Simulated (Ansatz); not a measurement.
Take PbI₂ in the CdI2 type structure (space group P-3m1, No. 164; a = 4.439 Å, c = 6.741 Å; layered) as the base.

One thing is altered: an isotropic linear strain of −5.67 %, atoms relaxed at fixed cell.

Calculations: PBEsol-D3(BJ) (Ansatz, a program for electronic structure), spin-orbit coupling left out.

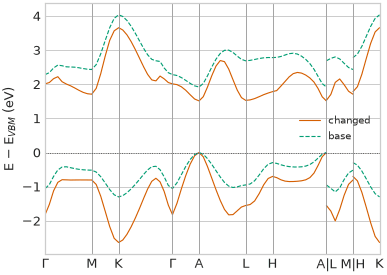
*Highest valence and lowest conduction band along the path, each from its own valence-band maximum*

The gap is 1.51 eV, direct at A; the base has 1.92 eV.

Spin-orbit coupling, missing from the scalar runs, can matter with I and Pb. Stability against distortions was not tested.
